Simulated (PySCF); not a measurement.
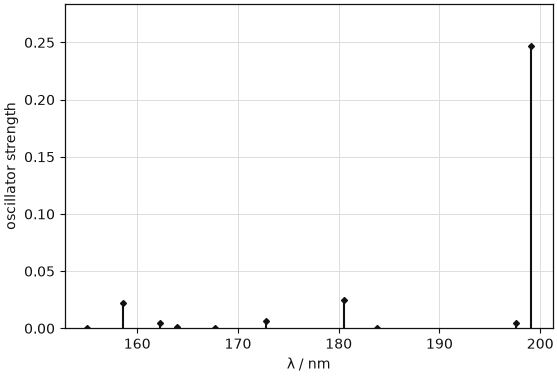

Vertical TDDFT excitations, PBE0/def2-TZVPD in PySCF 2.14.0, at a PBE0-D3(BJ)/def2-SVP geometry (no frequency check), gas phase. The lowest 10 singlet states are shown.

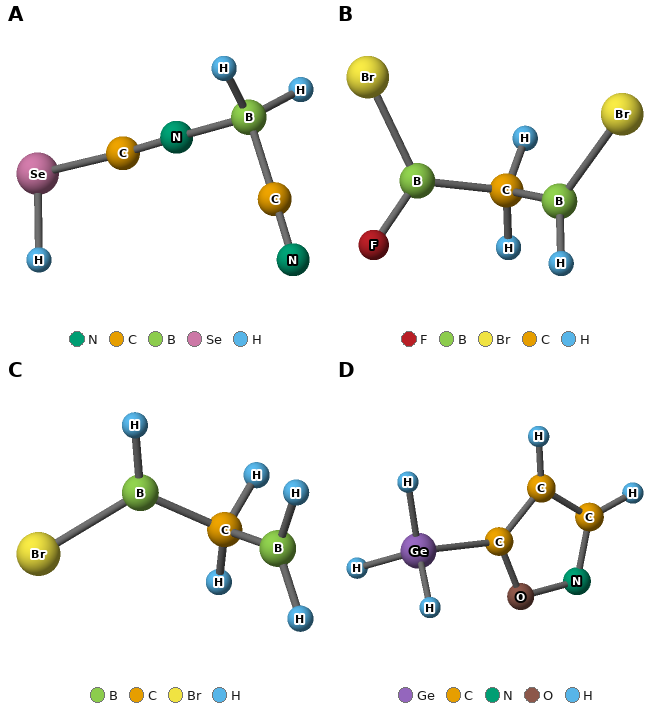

Question: Which molecule gives this spectrum? Choose among the lettered structures.

Answer: Structure D, C₃H₅GeNO, SMILES [GeH3][c]1ccno1, singlet. Its lowest singlet lies at 6.23 eV (f = 0.247) and the brightest of those computed is S1 at 6.23 eV (199 nm), f = 0.247, mainly HOMO → LUMO (93 %) (S2 lies within 0.06 eV, too close to order).

Known limits of this run: states above the negative HOMO energy depend on the basis; core orbitals are frozen in the response.
